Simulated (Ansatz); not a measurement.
**B$_{2}$H$_{4}$OSi: density, localisation and related maps**

```xyz
8

B    -0.5938    1.5130   -0.3680
Si    0.6237   -0.0161   -0.2448
B    -0.0146   -1.7527    0.3690
O     0.5101   -0.9581    1.2845
H    -0.5697    2.2387   -1.3097
H    -1.4416    1.6618    0.4515
H     2.0498    0.1004   -0.6252
H    -0.4718   -2.8443    0.3868
```

The calculation used RKS B3LYP-D4/def2-mTZVP in Ansatz 0.2.0.

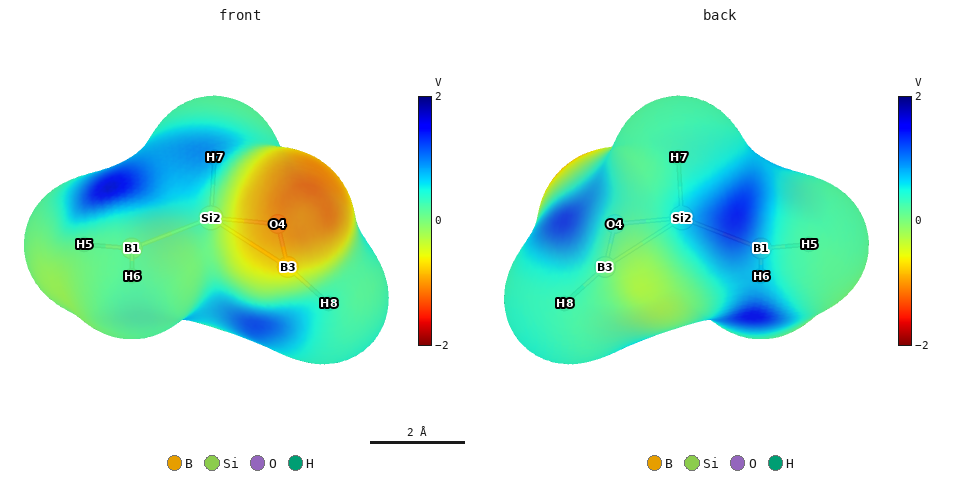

Figure 1. The molecular electrostatic potential painted on the density surface at 0.002 e/bohr³, seen from the front and from behind; the colour scale runs from red (negative) to blue (positive).

> Where is the surface potential most negative and most positive?

The most negative region (about −1.2 V, or −28 kcal/mol for a unit charge) lies over O4, the most positive (about +1.6 V, or +37 kcal/mol for a unit charge) over B1. O4 is the likeliest acceptor of a hydrogen bond.

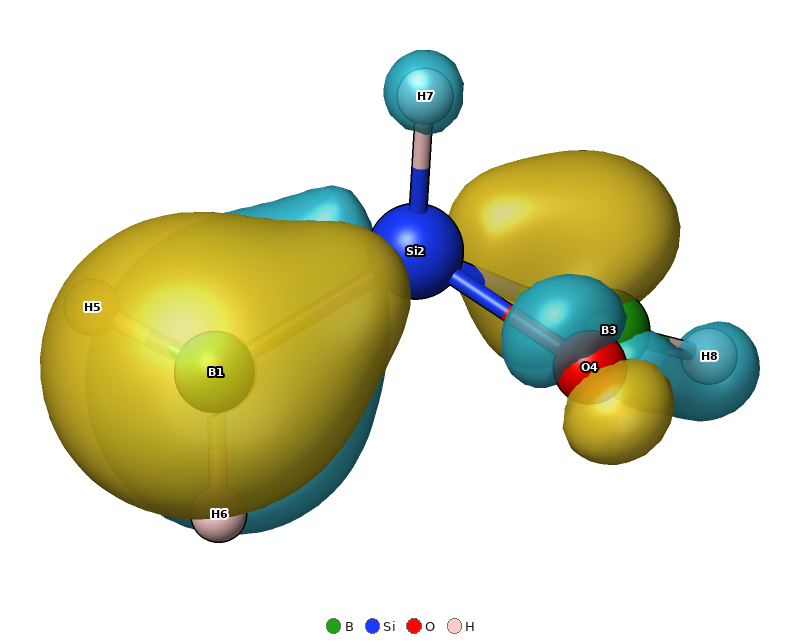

Figure 2. The LUMO at ±0.1 Å⁻³ᐟ² (yellow and cyan are the two phases), seen at a tilt.

> What is the character of this orbital?

By Hirshfeld shares it lies mainly on B1 (about 55 %), Si2 (about 20 %) and B3 (about 10 %). Its energy is −2.81 eV.

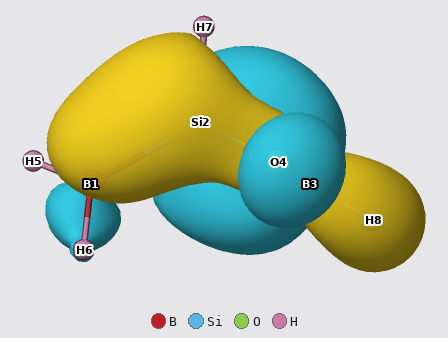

Figure 3. The HOMO at ±0.08 Å⁻³ᐟ² (yellow and cyan are the two phases), seen across its widest extent.

> Where does this orbital lie, and at what energy?

By Hirshfeld shares it lies mainly on Si2 (about 40 %), B3 (about 25 %), O4 (about 20 %) and B1 (about 10 %). Its energy is −6.76 eV.
